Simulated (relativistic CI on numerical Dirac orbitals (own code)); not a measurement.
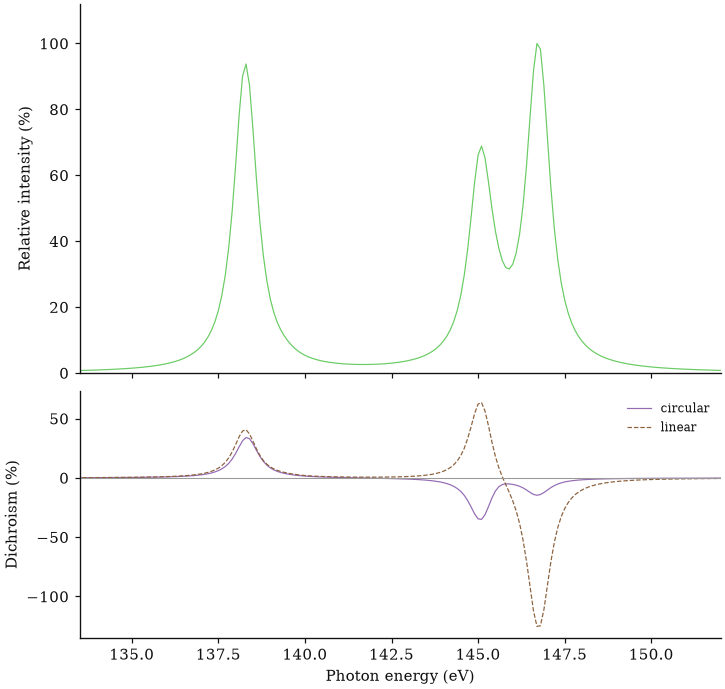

Computed core-level spectrum (absorption) of an ion of charge +4 in a field of D3h symmetry with B20 = −10, B40 = −990, B60 = −1,160, B66 = 530 cm⁻¹ (Wybourne parameters). Multiplet model: relativistic Dirac–Coulomb–Breit theory, one configuration a step, Slater integrals scaled by 1, 300 K, Voigt broadening (Lorentzian 0.75 eV, Gaussian 0.2 eV full widths), computed with a radial Dirac CI code. Dichroism is for the ground state at zero temperature, magnetised by a magnetic field of 10 T along z (linear: z less the mean of x and y).

Identify the element and the shell or line.

Answer. N₄,₅ X-ray absorption of Pr V (Pr⁴⁺), initial configuration [Xe] 4f. The main maxima lie at 138.3 eV (94), 145.1 eV (69) and 146.7 eV (100), heights in % of the largest; the centroid is at 143.0 eV. The ground state has S = 0.50. The circular dichroism (Δm = −1 less Δm = +1) is largest at 145.1 eV, −35 % of the isotropic maximum. The magnetised ground state has ⟨Lz⟩ = −0.46 and ⟨Sz⟩ = −0.04.

Caveat: free-ion energies, so absolute edge positions are off by a few eV from solids; core and valence shell share one n, so the strongest features autoionise and are far broader and can lie several eV off in experiment.
